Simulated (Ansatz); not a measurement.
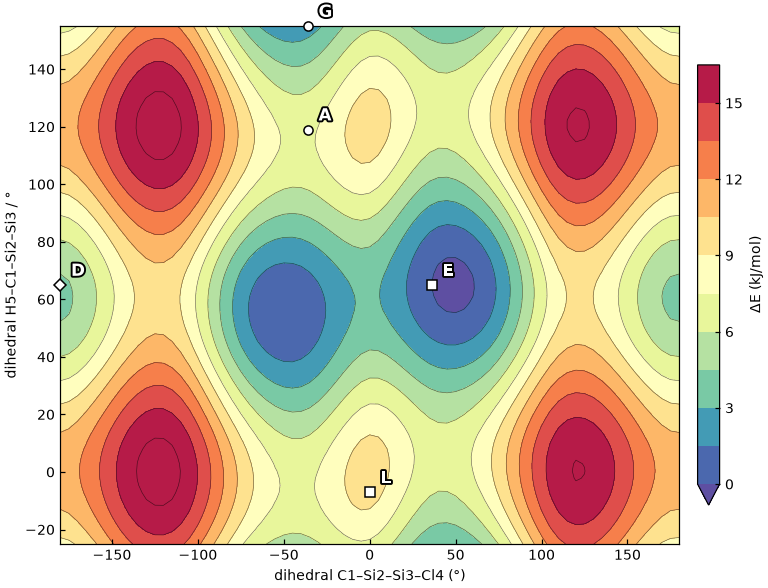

CH₇ClSi₂, SMILES C[SiH2][SiH2]Cl. Coordinates scanned: (1) dihedral C1–Si2–Si3–Cl4; (2) dihedral H5–C1–Si2–Si3. Nothing is relaxed (all other coordinates rigid). The grid has 10 × 11 points. All energies are given in kJ/mol relative to the lowest grid point. All numbers below come from RKS B3LYP-D4/def2-SVP in Ansatz.

In the figure: filled contours, lettered points. Between grid points the surface is interpolated.

> Is A the lowest point of the computed grid?

No. A lies 7.2 kJ/mol above the lowest grid point, which is at dihedral C1–Si2–Si3–Cl4 = 36°, dihedral H5–C1–Si2–Si3 = 65°.

> What kind of point is each of A, D, E, L: minimum, saddle, maximum or slope?

A: saddle point; D: minimum; E: minimum; L: maximum. (In these two coordinates alone; a stationary point may lie a little off the grid point.)
